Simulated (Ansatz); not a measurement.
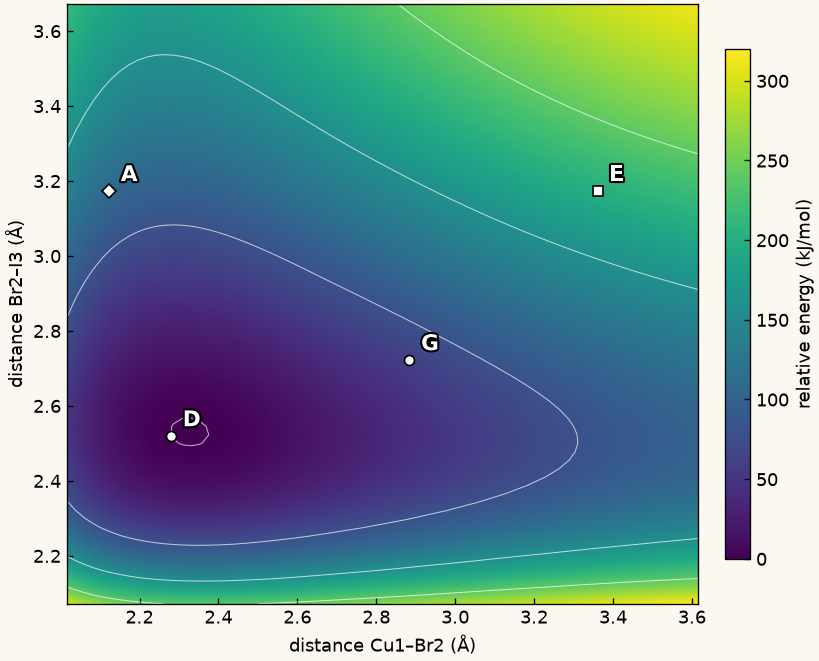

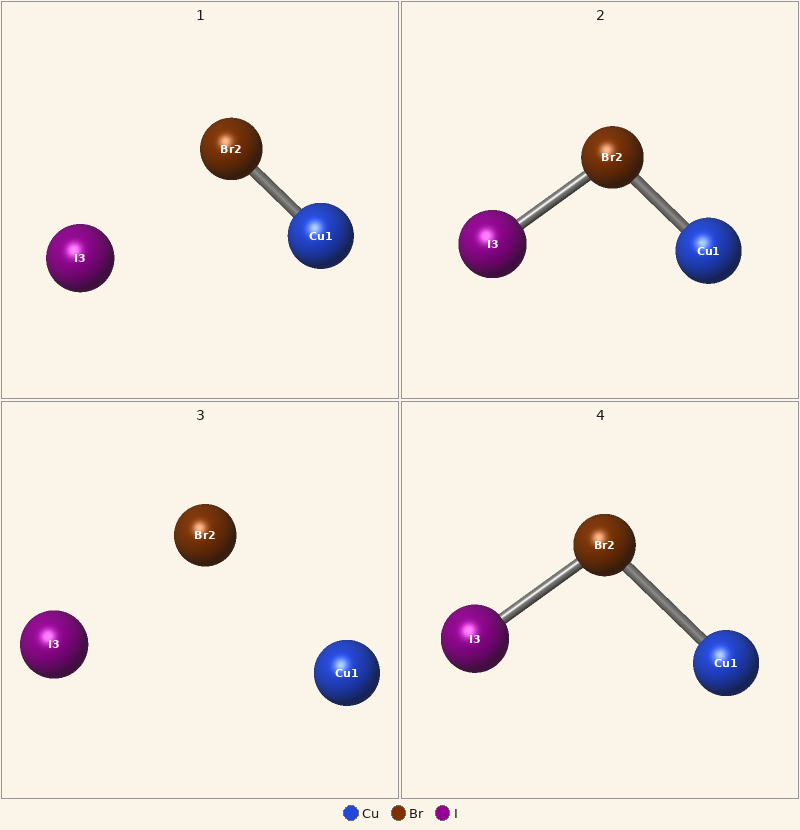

The system Cu⁺ + BrI. 
- The first coordinate is: distance Cu1–Br2; the second: distance Br2–I3.
- Nothing is relaxed (the angle Cu1–Br2–I3 is fixed at 100 degrees).
- The grid has 9 × 9 points.
- Points are written as (first, second).
- Energies are in kJ/mol, from the lowest grid point.
- The reference is spin-restricted, so regions where a bond is pulled apart into radicals lie too high.
- The calculation used RKS PBE0-D4/def2-SVPD (Ansatz 0.2.0).

Drawn: a smooth colour map with a few white contour lines, lettered points. Between grid points the surface is interpolated. The numbered pictures are the structures at these points, in random order.

### Which structure belongs to which point?

A is structure 1: (2.123 Å, 3.173 Å), 110 kJ/mol; D is structure 2: (2.280 Å, 2.519 Å), 0 kJ/mol; E is structure 3: (3.361 Å, 3.173 Å), 200 kJ/mol; G is structure 4: (2.884 Å, 2.722 Å), 61 kJ/mol.
